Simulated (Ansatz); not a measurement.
# SiTe2 monolayer (2H): from the cell to its phonons

How does SiTe2 monolayer (2H) vibrate, and is this structure a minimum?

Program: Ansatz 0.2.0. Level of theory: DFT PBEsol, scalar-relativistic, plane waves, PAW. Results are calculated unless marked as measured.

## 1. Set-up

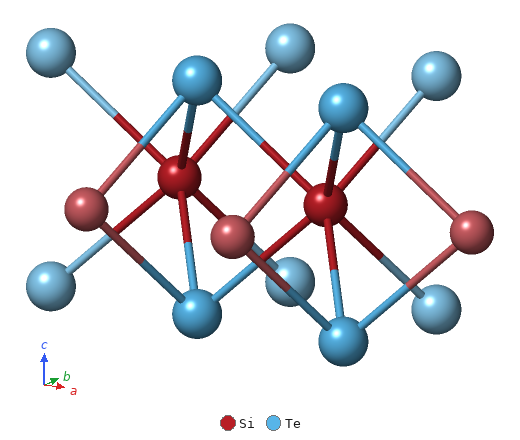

The cell as given, slightly off an axis (silicon red, tellurium blue). 2×1×1 cells are drawn. Some periodic images of atoms are drawn too.

The cell holds 3 atoms: 1 Si and 2 Te. Cell: a = 3.680 Å, b = 3.680 Å, c = 20.000 Å, α = 90.0°, β = 90.0°, γ = 120.0°. Vacuum lies along c.

Structure file:

```cif
data_structure
_symmetry_space_group_name_H-M 'P 1'
_symmetry_Int_Tables_number 1
_cell_length_a 3.6800
_cell_length_b 3.6800
_cell_length_c 20.0000
_cell_angle_alpha 90.000
_cell_angle_beta 90.000
_cell_angle_gamma 120.000
_cell_volume 234.56
loop_
_atom_site_label
_atom_site_type_symbol
_atom_site_fract_x
_atom_site_fract_y
_atom_site_fract_z
_atom_site_occupancy
Si1 Si 0.33333 0.66667 0.50000 1
Te2 Te 0.66667 0.33333 0.59000 1
Te3 Te 0.66667 0.33333 0.41000 1
```

## 2. Relaxation

The cell and atoms are relaxed, since residual forces and stress would shift the frequencies.

The program solves this slab on a cell height of its own, 31.0 Å, in place of the one typed.

input.yaml reads:

```yaml
crystal:
  lattice:
    - [3.68, 0.0, 0.0]
    - [-1.84, 3.18697, 0.0]
    - [0.0, 0.0, 20.0]
  atoms:
    - { symbol: Si, position: [0.333333, 0.666667, 0.5] }
    - { symbol: Te, position: [0.666667, 0.333333, 0.59] }
    - { symbol: Te, position: [0.666667, 0.333333, 0.41] }
  periodic: [true, true, false]
kpoints:
  mp_grid: { grid: [15, 15, 1] }
hamiltonian:
  xc: pbesol
scf:
  occupations: { method: gaussian, width: 0.1 }
output:
  forces: true
  stress: true
  eigenvalues: true
  write_density: true
  write_potential: true
  elf: true
  volumetric_format: npy
relax:
  adjacent_minimum: "off"
  f_tol: 0.005
  max_steps: 80
  cell: { stress_2d_tol: 0.02 }
```

Run with:

```console
ansatz run input.yaml --threads 4 --pin off --max-ram 14336MiB --backend cpu --events-out ev --progress --plain --runs-dir out
```

Numbers of over 12 decimals in the logs are rounded to 6 here.

What it wrote:

```text
Warning: crystal.periodic: the lattice vector that does not repeat stood 0.000° off the slab's normal, 20.000 Å along it as the deck builds it. The run solves the slab on a vector along the normal, 31.000 Å long, with every atom where it was (on the deck's vector they left 16.40 Å outside them, and the widest stretch free of ions among them is 1.80 Å). A fractional position that the run reports is one of the run's ce [...]
Warning: the atoms were moved onto the symmetric positions of the space group found under crystal.symmetry.tolerance 1.0e-5 (fractional; no operation is sought that the atoms, as they stand in a round, miss by more than twice it, and no atom is moved by as much as it), and the run uses the moved positions. Before a round's move an operation carried an atom to 4.91e-6 Å from where it should land, the largest such dist [...]
crystal.periodic: the lattice vector that does not repeat stood 0.000° off the slab's normal, 20.000 Å along it as the deck builds it. The run solves the slab on a vector along the normal, 31.000 Å long, with every atom where it was (on the deck's vector they left 16.40 Å outside them, and the widest stretch free of ions among them is 1.80 Å). A fractional position that the run reports is one of the run's cell, which [...]
Engine: ansatz 0.2.0, x86_64-unknown-linux-gnu
Pseudopotentials: kind: paw
Pseudopotential: Si, paw, valence charge 4, recommended cutoff 420 eV (normal), Si.paw.azcp
Pseudopotential: Te, paw, valence charge 16, recommended cutoff 420 eV (normal), Te.paw.azcp
Functional definition: PBEsol
  exchange = pbesol_x
  correlation = pbesol_c
Crystal: 3 atoms, lattice volume = 363.570 Å³
Basis set: ecut = 420 eV, 7087 PW (Γ), exchange–correlation on 50×50×432 points (8 copies of the dense FFT grid, shifted against one another)
Bands: 22, of which v1, the nominal top of the filled ones, is band 18 counted from 1 (17 counted from 0)
Symmetry: 12 space group operations
Space group: P-6m2 (ITA 187), of the structure as read, at distance tolerance 7.1e-5 Å
k-points: 27 of 225 (time reversal used)
Non-local potential: Si, projectors of the file, l = 0: 2, l = 1: 2, l = 2: 2
Non-local potential: Te, projectors of the file, l = 0: 2, l = 1: 2, l = 2: 2, l = 3: 2
PAW form: soft (Blöchl's): semilocal exchange-correlation on the pseudo side does not see the compensation charge
PAW frozen core: Si, regenerated for the run's functional, and the local potential with it (the file was generated under x = pbe(κ = 0.804, μ = 0.219515), c = pbe(β = 0.066725))
PAW frozen core: Te, regenerated for the run's functional, and the local potential with it (the file was generated under x = pbe(κ = 0.804, μ = 0.219515), c = pbe(β = 0.066725))
PAW one-centre angular grid: Si, 110 points (default); XC on 64 Gauss nodes
PAW one-centre angular grid: Te, 590 points (default); XC on 64 Gauss nodes
Initial density: superposition of atomic densities (neutral atoms: chi_scale 0, normalization atom), corrected by the library's trained network
Initial wavefunctions: pseudopotential atomic-orbital guess
Functional: x = pbesol(κ = 0.804, μ = 0.123457), c = pbesol(β = 0.046)
SCF iter   1: F=—  HF=-14423.595053 eV  |F-HF|=—  |Δ(HF+E_count)|=         —  Δρ=1.35e-3  dr2=8.66e-3  ethr=1.77e-3  ⟨swp⟩=13.5  Hψ=4491  notcnv=0
preconditioner: auto → LDOS  [metal: Δε(μ)=0.054 eV  Ē_g=7.943 eV  σ=0.100 eV  W_gap=0.28  n_scr=18 (ndim 8)  ℏωp=7.8 eV  f_vac=0.742  D(μ)=3.37/eV (n_scr^D=12)  β→1.0]
SCF iter   2: F=—  HF=-14423.593901 eV  |F-HF|=—  |Δ(HF+E_count)|=   1.15e-3  Δρ=3.45e-4  dr2=4.70e-4  ethr=2.41e-5  ⟨swp⟩=3.4  Hψ=1635  notcnv=0  defer=6
SCF iter   3: F=—  HF=-14423.594037 eV  |F-HF|=—  |Δ(HF+E_count)|=   1.36e-4  Δρ=1.20e-4  dr2=1.23e-4  ethr=1.30e-6  ⟨swp⟩=2.9  Hψ=1209  notcnv=0  defer=6
SCF iter   4: F=—  HF=-14423.594027 eV  |F-HF|=—  |Δ(HF+E_count)|=   1.05e-5  Δρ=5.69e-5  dr2=1.43e-5  ethr=3.41e-7  ⟨swp⟩=3.0  Hψ=1315  notcnv=0  defer=6
SCF iter   5: F=—  HF=-14423.594058 eV  |F-HF|=—  |Δ(HF+E_count)|=   3.09e-5  Δρ=1.70e-5  dr2=3.08e-6  ethr=3.96e-8  ⟨swp⟩=3.0  Hψ=1285  notcnv=0  defer=6
SCF iter   6: F=—  HF=-14423.594058 eV  |F-HF|=—  |Δ(HF+E_count)|=   3.14e-7  Δρ=8.31e-6  dr2=2.67e-7  ethr=8.54e-9  ⟨swp⟩=3.8  Hψ=1473  notcnv=0  defer=6
SCF iter   7: F=-14423.594058 eV  HF=-14423.594058 eV  |F-HF|=1.14e-8  |Δ(HF+E_count)|=   2.43e-8  Δρ=2.25e-6  dr2=5.40e-8  ethr=2.78e-10  ⟨swp⟩=20.0  Hψ=6277  notcnv=0
SCF 1 converged in 7 iterations: F = -14423.594058 eV  dr2 = 5.40e-8
  greatest PAW one-centre occupation: 0.998 electrons in one spin orbital (limit 2), on the Te atom at site 1 (counted from 0), in its partial waves of l = 2
relax step   1: F+E_penalty+E_count = -14423.59405800 eV  Δ(F+E_penalty+E_count) = +0.000e0 eV  max|allowed force component| = 1.923e-1 eV/Å  Δτ_max = 0.0000 Å  P = -2.538 N/m  Ω = 363.570 Å³  fix = [c, alpha, beta]  reactions: c -0.000 N/m  (7 SCF iters, dr2 threshold 1.00e-7 eV, accepted)
Crystal: 3 atoms, lattice volume = 336.344 Å³
Basis set: ecut = 420 eV, 6517 PW (Γ), exchange–correlation on 50×50×432 points (8 copies of the dense FFT grid, shifted against one another)
Initial density: handed on by an earlier stage of this run
Initial wavefunctions: those handed on with the density
iter 1 solved again at ethr=1.23e-4 eV; its pass at ethr=3.10e-3 eV (dr2=4.42e-2 eV) is discarded
SCF iter   1: F=—  HF=-14423.718217 eV  |F-HF|=—  |Δ(HF+E_count)|=         —  Δρ=2.41e-3  dr2=4.58e-2  ethr=1.23e-4  ⟨swp⟩=3.0  Hψ=5139  notcnv=0
preconditioner: auto → LDOS  [metal: Δε(μ)=0.077 eV  Ē_g=7.993 eV  σ=0.100 eV  W_gap=0.41  n_scr=18 (ndim 8)  ℏωp=8.1 eV  f_vac=0.732  D(μ)=1.87/eV (n_scr^D=8)  β→1.0]
SCF iter   2: F=—  HF=-14423.714513 eV  |F-HF|=—  |Δ(HF+E_count)|=   3.70e-3  Δρ=1.65e-3  dr2=2.98e-2  ethr=1.23e-4  ⟨swp⟩=2.9  Hψ=1307  notcnv=0
SCF iter   3: F=—  HF=-14423.709042 eV  |F-HF|=—  |Δ(HF+E_count)|=   5.47e-3  Δρ=4.39e-4  dr2=1.03e-3  ethr=8.28e-5  ⟨swp⟩=3.5  Hψ=1392  notcnv=0
SCF iter   4: F=—  HF=-14423.708863 eV  |F-HF|=—  |Δ(HF+E_count)|=   1.79e-4  Δρ=8.82e-5  dr2=3.16e-5  ethr=2.85e-6  ⟨swp⟩=2.9  Hψ=1175  notcnv=0
SCF iter   5: F=—  HF=-14423.708892 eV  |F-HF|=—  |Δ(HF+E_count)|=   2.87e-5  Δρ=2.22e-5  dr2=1.32e-6  ethr=8.78e-8  ⟨swp⟩=3.9  Hψ=1396  notcnv=0
SCF iter   6: F=-14423.708893 eV  HF=-14423.708893 eV  |F-HF|=1.69e-8  |Δ(HF+E_count)|=   1.04e-6  Δρ=5.58e-6  dr2=1.12e-7  ethr=8.33e-10  ⟨swp⟩=20.5  Hψ=6699  notcnv=0
SCF 2 converged in 6 iterations: F = -14423.708893 eV  dr2 = 1.12e-7
[...]
iter 1 solved again at ethr=1.69e-5 eV; its pass at ethr=3.10e-3 eV (dr2=6.08e-3 eV) is discarded
SCF iter   1: F=—  HF=-14423.723291 eV  |F-HF|=—  |Δ(HF+E_count)|=         —  Δρ=5.63e-4  dr2=6.39e-3  ethr=1.69e-5  ⟨swp⟩=3.2  Hψ=4633  notcnv=0
preconditioner: auto → LDOS  [insulator: Δε(μ)=0.103 eV  Ē_g=8.130 eV  σ=0.100 eV  W_gap=0.53  n_scr=18 (ndim 8)  ℏωp=8.2 eV  f_vac=0.735  D(μ)=1.44/eV (n_scr^D=8)  ε∞_Penn≈2.0  β→1.0]
SCF iter   2: F=—  HF=-14423.722773 eV  |F-HF|=—  |Δ(HF+E_count)|=   5.18e-4  Δρ=4.04e-4  dr2=4.17e-3  ethr=1.69e-5  ⟨swp⟩=3.0  Hψ=1000  notcnv=0
SCF iter   3: F=—  HF=-14423.722178 eV  |F-HF|=—  |Δ(HF+E_count)|=   5.95e-4  Δρ=8.95e-5  dr2=8.16e-5  ethr=1.16e-5  ⟨swp⟩=3.1  Hψ=963  notcnv=0
SCF iter   4: F=—  HF=-14423.722198 eV  |F-HF|=—  |Δ(HF+E_count)|=   2.03e-5  Δρ=1.75e-5  dr2=7.29e-7  ethr=2.27e-7  ⟨swp⟩=3.4  Hψ=1177  notcnv=0
iter 5 did not close the SCF: its close was put off until two iterations running show no level that it waits for move by more than its bar (scf_convergence_deferred on its scf_iter line)
SCF iter   5: F=-14423.722199 eV  HF=-14423.722199 eV  |F-HF|=3.44e-8  |Δ(HF+E_count)|=   1.36e-6  Δρ=3.31e-6  dr2=2.83e-8  ethr=8.33e-10  ⟨swp⟩=21.0  Hψ=6854  notcnv=0
SCF iter   6: F=-14423.722199 eV  HF=-14423.722199 eV  |F-HF|=6.38e-9  |Δ(HF+E_count)|=   3.84e-8  Δρ=6.36e-7  dr2=8.36e-10  ethr=7.86e-11  ⟨swp⟩=10.0  Hψ=4609  notcnv=0
SCF 3 converged in 6 iterations: F = -14423.722199 eV  dr2 = 8.36e-10
relax step   3: F+E_penalty+E_count = -14423.72219938 eV  Δ(F+E_penalty+E_count) = -1.331e-2 eV  max|allowed force component| = 5.861e-2 eV/Å  Δτ_max = 0.0071 Å  P = +0.073 N/m  Ω = 327.621 Å³  energy of the carried Pulay correction = +1.510e-3 eV  fix = [c, alpha, beta]  reactions: c +0.000 N/m  (6 SCF iters, dr2 threshold 3.00e-7 eV, accepted)
[...]
relax step   4: F+E_penalty+E_count = -14423.72263057 eV  Δ(F+E_penalty+E_count) = -4.312e-4 eV  max|allowed force component| = 2.424e-2 eV/Å  Δτ_max = 0.0155 Å  P = -0.005 N/m  Ω = 329.391 Å³  energy of the carried Pulay correction = +1.432e-3 eV  fix = [c, alpha, beta]  reactions: c -0.000 N/m  (5 SCF iters, dr2 threshold 2.15e-7 eV, accepted)
[...]
relax step   5: F+E_penalty+E_count = -14423.72277561 eV  Δ(F+E_penalty+E_count) = -1.450e-4 eV  max|allowed force component| = 4.696e-3 eV/Å  Δτ_max = 0.0042 Å  P = -0.013 N/m  Ω = 329.030 Å³  energy of the carried Pulay correction = +1.447e-3 eV  fix = [c, alpha, beta]  reactions: c -0.000 N/m  (5 SCF iters, dr2 threshold 3.67e-8 eV, accepted)
Basis set: ecut = 420 eV, 6409 PW (Γ), exchange–correlation on 48×48×432 points (8 copies of the dense FFT grid, shifted against one another)
Initial wavefunctions: pseudopotential atomic-orbital guess (no wavefunctions were taken with the density)
iter 1 solved again at ethr=8.89e-7 eV; its pass at ethr=3.10e-3 eV (dr2=3.20e-4 eV) is discarded
SCF iter   1: F=—  HF=-14423.721547 eV  |F-HF|=—  |Δ(HF+E_count)|=         —  Δρ=4.17e-5  dr2=8.21e-7  ethr=8.89e-7  ⟨swp⟩=5.4  Hψ=6835  notcnv=0
eigensolver tolerance schedule: the retry pair's looser diagonalisation over-reported the residual by 389.01 of it (diagonalisation noise at 0.13 of the residual, at the tolerance the schedule requests for it); recorded, not acted on — ethr = c·dr2/N_el stays at c = 1.0e-1
preconditioner: auto → LDOS  [metal: Δε(μ)=0.075 eV  Ē_g=8.141 eV  σ=0.100 eV  W_gap=0.40  n_scr=18 (ndim 8)  ℏωp=8.2 eV  f_vac=0.736  D(μ)=1.82/eV (n_scr^D=8)  β→1.0]
SCF iter   2: F=—  HF=-14423.721577 eV  |F-HF|=—  |Δ(HF+E_count)|=   2.97e-5  Δρ=1.04e-5  dr2=2.92e-7  ethr=2.28e-9  ⟨swp⟩=4.5  Hψ=1744  notcnv=0
SCF iter   3: F=—  HF=-14423.721577 eV  |F-HF|=—  |Δ(HF+E_count)|=   2.61e-7  Δρ=2.14e-6  dr2=1.34e-8  ethr=8.11e-10  ⟨swp⟩=2.4  Hψ=1156  notcnv=0
SCF iter   4: F=—  HF=-14423.721577 eV  |F-HF|=—  |Δ(HF+E_count)|=   1.83e-8  Δρ=3.79e-7  dr2=7.09e-10  ethr=3.72e-11  ⟨swp⟩=3.4  Hψ=1417  notcnv=0
SCF iter   5: F=—  HF=-14423.721577 eV  |F-HF|=—  |Δ(HF+E_count)|=   1.58e-9  Δρ=9.67e-8  dr2=4.48e-11  ethr=1.97e-12  ⟨swp⟩=3.7  Hψ=1337  notcnv=0
SCF iter   6: F=-14423.721577 eV  HF=-14423.721577 eV  |F-HF|=8.73e-11  |Δ(HF+E_count)|=  9.90e-10  Δρ=2.18e-8  dr2=1.23e-12  ethr=1.00e-12  ⟨swp⟩=13.3  Hψ=4883  notcnv=0
SCF 6 converged in 6 iterations: F = -14423.721577 eV  dr2 = 1.23e-12
relax step   6: F+E_penalty+E_count = -14423.72157692 eV  Δ(F+E_penalty+E_count) = +1.199e-3 eV  max|allowed force component| = 4.892e-3 eV/Å  Δτ_max = 0.0000 Å  P = -0.020 N/m  Ω = 329.030 Å³  fix = [c, alpha, beta]  reactions: c -0.000 N/m  stress off target by 1.99e-2 N/m on what of the cell is left free  SCF on the basis re-selected at this cell (its energy is not comparable with the rows above)  (6 SCF iters)
basis re-selected at this cell: Δ(F+E_penalty+E_count) = +1.199e-3 eV, ΔP = -0.007 N/m vs the last step (what re-selecting the basis moved, of the pressure what is left beyond the Pulay correction that the steps carried, after the strain that the cell walked since its last selection, with what the two solves' SCF thresholds leave and, on support functions, any second-order correction that the steps lacked; it is no measure of the basis error at this ecutwfc). The dense FFT grid was sized anew with the basis: this SCF ran on 24×24×216 points, the steps before it on 25×25×216, so part of this shift can come from that change (see relax.cell in the input reference). [rest of the remark cut]
SCF converged after 6 iterations
Free energy (F): -14423.721577 eV
Harris-Foulkes:  -14423.721577 eV  (|F-HF|=8.73e-11)
Internal energy: -14423.712460 eV  (E = F + TS)
E sigma→0 (E₀):  -14423.717018 eV
Entropy (-TS):   -0.009117 eV (-3.039 meV/atom)
Fermi energy:    -4.723915 eV
--- Per-component energies (eV) ---
  E_band       = -991.617982
  E_kinetic    = 401.901168
  E_local      = -64345.785750  (includes V_loc(G=0)·N_el)
  E_nonlocal   = -590.082458
  E_hartree    = 32280.090041
  E_xc         = -301.892880
  E_vxc        = -255.651283  (∫ρ·V_xc dr)
  E_paw        = -9667.553043  (= ΣΔE_a)
  E_vpaw       = -762.179231  (= ΣTr[D̂ρ^β])
  E_aug_tail   = -0.000378  (compensation charges beyond the density's cutoff)
  E_ewald      = 27798.829650
  E_core_change = 0.781191  (= ΣΔE_core)
  E_smearing   = -0.009117  (= −TS)
  E_closure    = -0.000000  (closes the sum)
  Σ components = -14423.721577   (vs F -14423.721577, Δ=0.00e0)
--- Forces (eV/Å), atoms counted from 1 ---
  atom   1  Si    -0.00000000     0.00000000    -0.00000000
  atom   2  Te     0.00000000    -0.00000000     0.00489215
  atom   3  Te     0.00000000    -0.00000000    -0.00489215
  max |Σ_I F_I| component: 2.92e-16 eV/Å
--- 2D stress c σ (N/m, compression-positive) ---
       -0.019948      -0.000000       0.000000
       -0.000000      -0.019948       0.000000
        0.000000       0.000000      -0.000000
  P = ½ c Tr σ = -0.0199 N/m
--- Band table (eV; the first three rows and the last of 27) ---
  k-point 0: bands = [... 14 lower, -4.0057, -4.0057, -3.5482, -2.8422, -2.8422, -1.0013, -1.0013, -0.7270]
  k-point 1: bands = [... 14 lower, -4.8147, -4.1931, -3.4137, -3.2445, -2.9702, -1.2440 (-1.2440°), -0.8345, -0.6047]
  k-point 2: bands = [... 14 lower, -6.1055, -4.6235, -4.6113, -3.2970, -3.1011, -1.7752, -0.5152, -0.3769]
  k-point 26: bands = [... 14 lower, -9.4583, -8.2760, -8.2630, -5.3944, -5.2756, -4.0314, -1.2539, 0.5857]
  ° read free of the cell's end (the report's vacuum.weakly_bound_levels)
--- Relaxed structure (5 steps of the walk, 5 accepted, 1 SCFs on fresh bases) ---
  F+E_penalty+E_count = -14423.72157692 eV   max|allowed force component| = 4.892e-3 eV/Å   (the final SCF, on the basis selected at the relaxed cell)
  cell:  # Å, volume = 329.0296 Å³
    - [3.500832, 0, 0]
    - [-1.750416, 3.031810, 0]
    - [0, 0, 31.0]
  atoms:
    - { symbol: Si, position: [0.333333, 0.666667, 0.322581] }
    - { symbol: Te, position: [0.666667, 0.333333, 0.384125] }
    - { symbol: Te, position: [0.666667, 0.333333, 0.261036] }
```

It took 21 s on 4 threads of Intel Xeon 6975P-C (Granite Rapids), shared host; peak memory 0.8 GiB; 79 s of CPU time.

Step by step:

```
step  energy less that of the first step (eV)  largest force component (eV/Å)  volume (Å³)
   1                                   0.0000                          0.1923       363.57
   2                                  -0.1148                          0.2028       336.34
   3                                  -0.1281                          0.0586       327.62
   4                                  -0.1286                          0.0242       329.39
   5                                  -0.1287                          0.0047       329.03
  6*                                  -0.1275                          0.0049       329.03
```

Relaxation steps marked * repeat the geometry before them on a plane-wave basis chosen anew for their cell, so energy and pressure can jump there.

The run keeps the 12 symmetry operations that it works with, so distortions that break them were not tested.

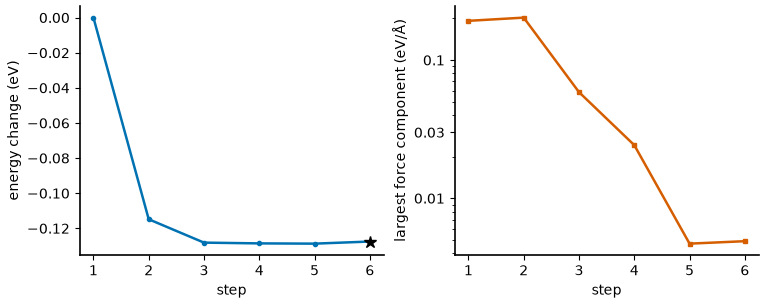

Energy and largest force along the relaxation. Stars mark steps on a basis chosen anew.

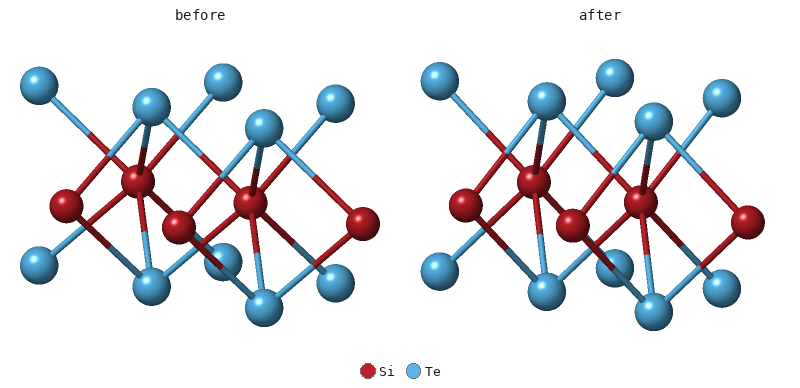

The structure before and after the relaxation, drawn at the same scale.

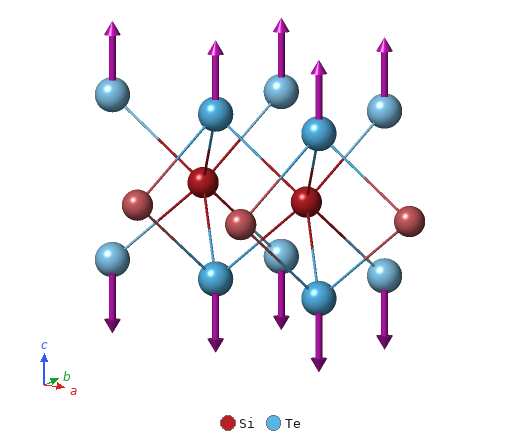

Displacements in the relaxation, exaggerated, measured against the changing cell; the longest in the cell stands for 0.11 Å. 2×1×1 cells are drawn. Some periodic images of atoms are drawn too.

```
cell as run  before  after  change
      a (Å)   3.680  3.501  -4.9 %
      b (Å)   3.680  3.501  -4.9 %
```

The atoms that moved most (Å, along periodic axes as changes of fractional coordinates times the final cell, across vacuum about the mean position):

```
atom     dx     dy      dz  length
 Te3  0.000  0.000  -0.108   0.108
 Te2  0.000  0.000   0.108   0.108
```

Final coordinates:

```xyz
3
Lattice="3.5008 0.0000 0.0000 -1.7504 3.0318 0.0000 0.0000 0.0000 31.0000" Properties=species:S:1:pos:R:3
Si    0.0000    2.0212   10.0000
Te    1.7504    1.0106   11.9079
Te    1.7504    1.0106    8.0921
```

This step gave:

| Property | Result |
| --- | --- |
| gap on the k-mesh | 0 eV |
| area per atom | 3.538 Å² |

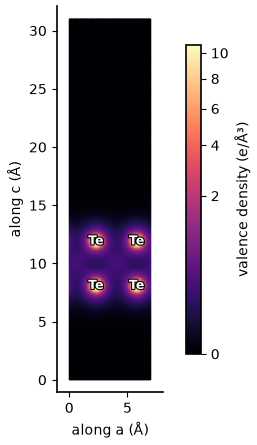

Valence density in the ac plane at fractional y = 0.333, with atoms of Te within 0.2 Å of it. It is the smooth field of the valence electrons, not physical close to the nuclei. The colour scale is stretched toward low values.

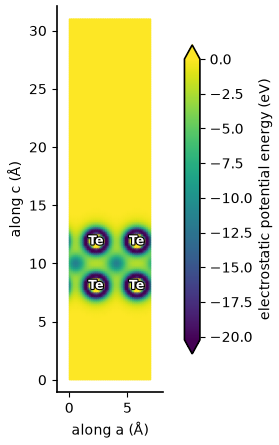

Electrostatic potential energy in the ac plane at fractional y = 0.333, with atoms of Te within 0.2 Å of it. With pseudopotentials it is smooth inside the atoms' cores, unlike the true potential.

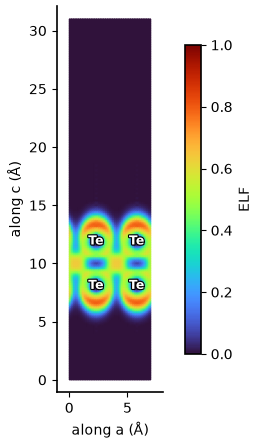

ELF in the ac plane at fractional y = 0.333, with atoms of Te within 0.2 Å of it. It is the smooth field of the valence electrons, not physical close to the nuclei.

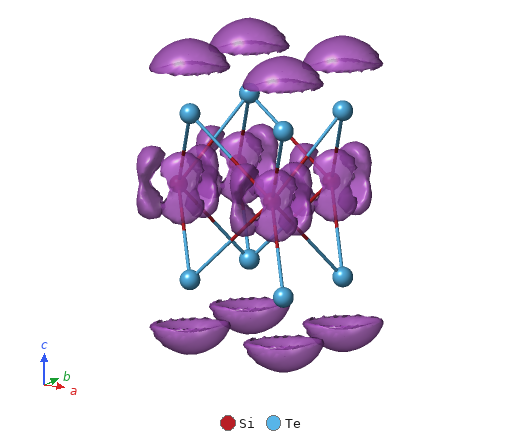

Surface of ELF = 0.72. 2×2×1 cells are drawn.

The relaxation ends with a largest force component of 0.0049 eV/Å.

(Continued in part 2 of 3.)

[Logs are printed without paths, hosts, clocks, repeated set-up lines and the standing remarks that a program may print on its own settings, such as how far it seeks lower states.]

[Hosts, paths, dates, database ids (printed as entryN), source tags and the programs' standing remarks are cut or masked in the printed files.]
